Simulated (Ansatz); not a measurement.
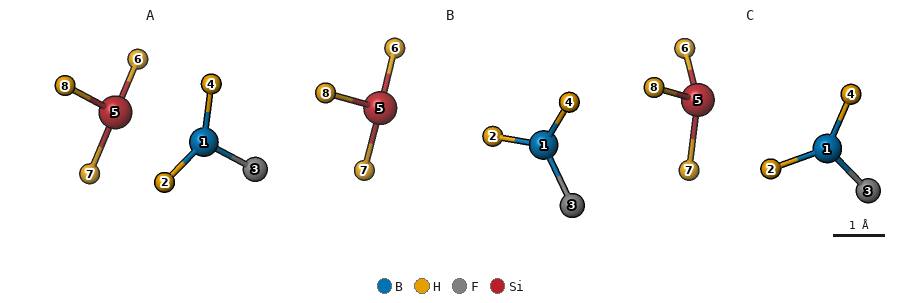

3 geometries from one relaxation of BSiH5F (multiplicity 2), in shuffled order. A ball-and-stick model, seen at a tilt.

The run prepares an end point of a later path (reaction) calculation, from a guessed geometry.

These are results of UKS BLYP-D4/def2-SVP in Ansatz, not measurements. (collinear spin; force threshold 0.03 eV/Å; at most 50 steps)

### Order the frames from highest to lowest energy.

B, C, A. They are steps 0, 22, 36, at +0.458 eV, +0.312 eV relative to the last. The energy falls by 0.458 eV in 30 accepted moves (36 points after the start). Largest force component: 0.38 eV/Å at the start, 0.0089 eV/Å at the end. The line search rejected the trial steps at points 5, 7, 9, 17, 23, 34 of the run. The forces were under the threshold at step 4, but the run went on from there. The largest move after the best rigid fit is that of H4, 1.39 Å. Largest moves by element: H 1.39 Å, F 1.32 Å, B 0.87 Å, Si 0.78 Å. Some distances before and after: B1–Si5 3.869 → 2.248 Å, B1–F3 1.326 → 1.362 Å, B1–H2 1.204 → 1.233 Å, B1–H4 1.215 → 1.226 Å.

Limits of the set-up: the start holds two separate molecules, 2.7 Å apart at their closest, whose relative position is a soft coordinate.
